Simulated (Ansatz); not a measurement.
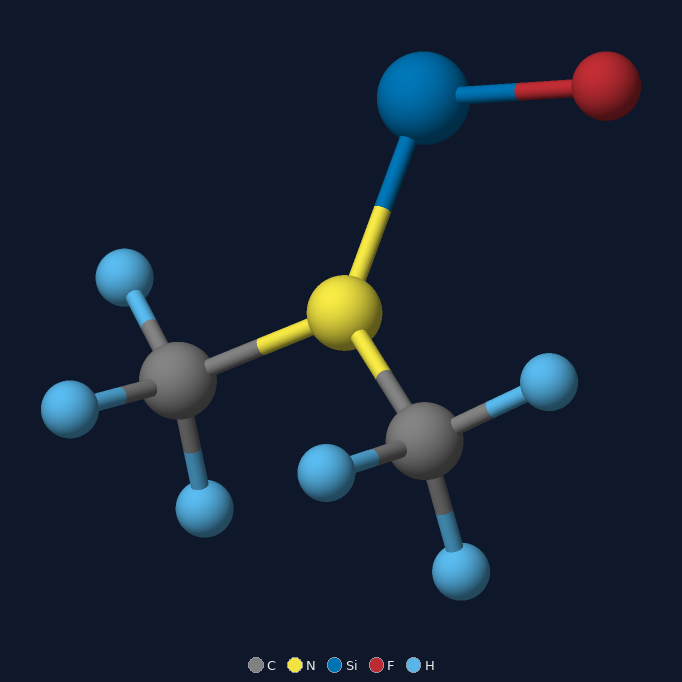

Harmonic vibrations computed with RKS PBE0-D4/def2-TZVP (Ansatz 0.2.0) at a stationary point of the same level.

How many imaginary frequencies does it have?

Answer. A minimum: no imaginary frequency, and the lowest mode lies at 139 cm⁻¹.

List the wavenumbers.

Answer. 27 modes: 139, 209, 219, 256, 306, 338, 401, 685, 814, 1017, 1085, 1112, 1170, 1232, 1325, 1436, 1462, 1468, 1488, 1493, 1520, 3010, 3015, 3062, 3068, 3102, 3156 cm⁻¹.
